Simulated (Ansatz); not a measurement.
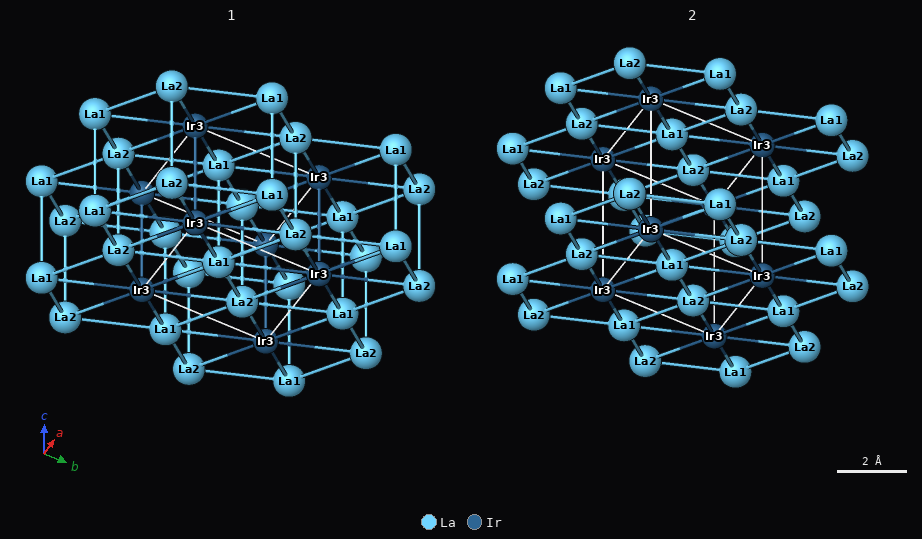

Two geometries of solid La₂Ir (a generated structure, set up in P6/mmm) (coarse preliminary run), drawn at one scale. One is the start of a relaxation, the other its converged end. The picture is a ball-and-stick view of the cell of the calculation, seen from a free direction.

Level of theory: DFT PBE, scalar-relativistic, plane waves, PAW (Ansatz). (plane-wave cutoff 420 eV; k-point mesh 6 × 6 × 4; occupations gaussian; smearing width 0.1 eV; no spin polarisation; cell and atoms relaxed; force threshold 0.04 eV/Å; at most 70 steps)

### Which geometry has the lower energy?

Structure 1 is the relaxed one. The atoms keep their places relative to the cell (all moves are under 0.005 Å). The drawn cell changes as follows: a = b 4.771 → 5.301 Å (+11.1 %), c 4.127 → 3.057 Å (−25.9 %); the volume changes by −8.5 %. Near-neighbour distances that change, for instance: Ir3–Ir3 4.127 → 3.057 Å, La1–La1 4.127 → 3.057 Å, La1–Ir3 2.755 → 3.061 Å, La1–La2 2.755 → 3.061 Å. The space group stays P6/mmm (No. 191). The energy falls by 752 meV per atom in 7 accepted moves (8 points after the start). All forces vanish by symmetry, so only the cell relaxes. Pressure: 19.81 GPa at the start and −0.08 GPa at the end. At 1 point the geometry stayed and the basis and grid were re-selected for the new cell (energy shift of 1.8 meV per atom at most each time).

Limits of the set-up: the k-point mesh is coarse for a cell with partly filled bands.
